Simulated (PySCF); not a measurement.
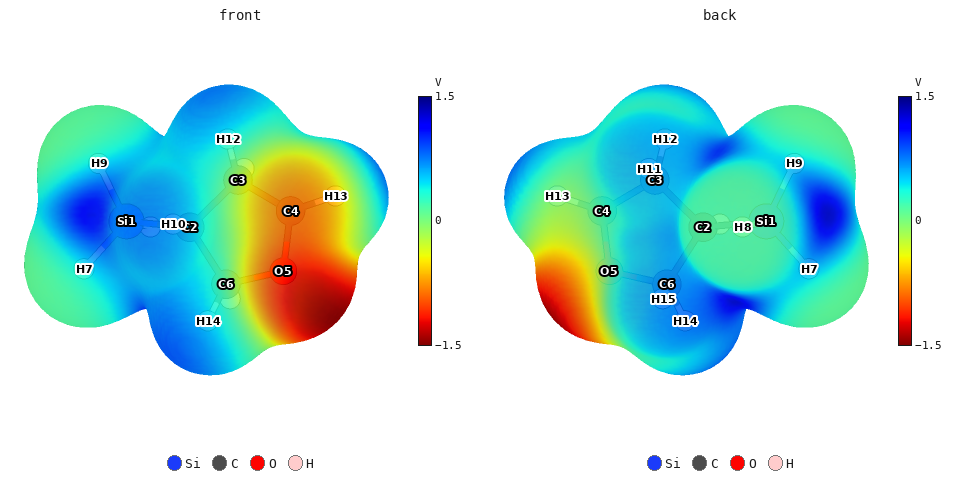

The picture shows: C₄H₉OSi (doublet). The molecular electrostatic potential painted on the density surface at 0.002 e/bohr³, seen from the front and from behind; the colour scale runs from red (negative) to blue (positive).

Geometry: GFN2-xTB.

Level of theory: UKS B3LYP, pcH-1 on C H O Si, non-relativistic, mean-field spin-orbit, GIAO (PySCF).

```xyz
15

Si    2.0137   -0.1014    0.1138
C     0.1945    0.4126    0.2909
C    -0.7358   -0.7095    0.7743
C    -2.0361   -0.2857    0.1929
O    -1.8663    0.5713   -0.8643
C    -0.4809    0.8216   -1.0206
H     2.7904    1.0441   -0.3615
H     2.1004   -1.2021   -0.8479
H     2.4941   -0.5376    1.4248
H     0.1014    1.2499    0.9901
H    -0.4118   -1.6885    0.3826
H    -0.7666   -0.7926    1.8620
H    -2.9406   -0.8642    0.1739
H    -0.3425    1.8759   -1.2698
H    -0.1182    0.2142   -1.8630
```

Which sites attract a positive test charge, and which a negative one?

Answer. A positive charge is drawn to the negative regions and a negative charge to the positive ones. The most negative region (about −1.5 V) lies over O5, the most positive (about +1.2 V) over Si1. O5 is the likeliest acceptor of a hydrogen bond.
